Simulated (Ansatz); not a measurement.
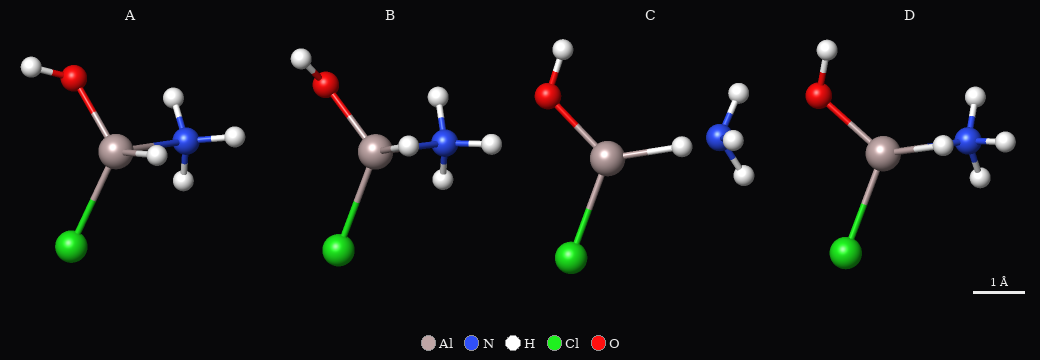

4 geometries from one relaxation of AlNH$_{5}$OCl, in shuffled order. Style: ball-and-stick. Shown from a free direction.

The run prepares an end point of a later path (reaction) calculation, from a guessed geometry.

These are results of RKS BLYP-D4/6-31G* (Ansatz), not measurements. Set-up: no spin polarisation; force threshold 0.03 eV/Å; at most 50 steps.

Question: Put them in the order of the run, from the start to the converged end.

Answer: C, D, B, A. They are steps 0, 3, 7, 16, at +1.231 eV, +0.462 eV, +0.081 eV relative to the last. After 14 accepted moves (16 points after the start) the energy has fallen by 1.231 eV. The largest force component goes from 0.72 to 0.022 eV/Å. The line search rejected the trial steps at points 11, 14 of the run. The forces were under the threshold at step 13, but the run went on from there. The O atom moves most after the best rigid fit: 1.12 Å. Largest moves by element: O 1.12 Å, H 0.95 Å, Cl 0.70 Å, Al 0.61 Å, N 0.52 Å. Among the contacts that change: Al–N 3.103 → 2.053 Å, Al–Cl 2.128 → 2.183 Å, Al–O 1.726 → 1.751 Å, Al–H 1.571 → 1.595 Å. New bonds form, among them: Al–N (3.10 → 2.05 Å). Bond angles that change, for instance: Cl–Al–H 120.1° → 114.2°, O–Al–H 124.1° → 121.2°. Groups turn about Al–O by about 100°. The run took 53 s on 1 thread of Arm Neoverse V1 (shared host), peak memory 0.14 GiB.
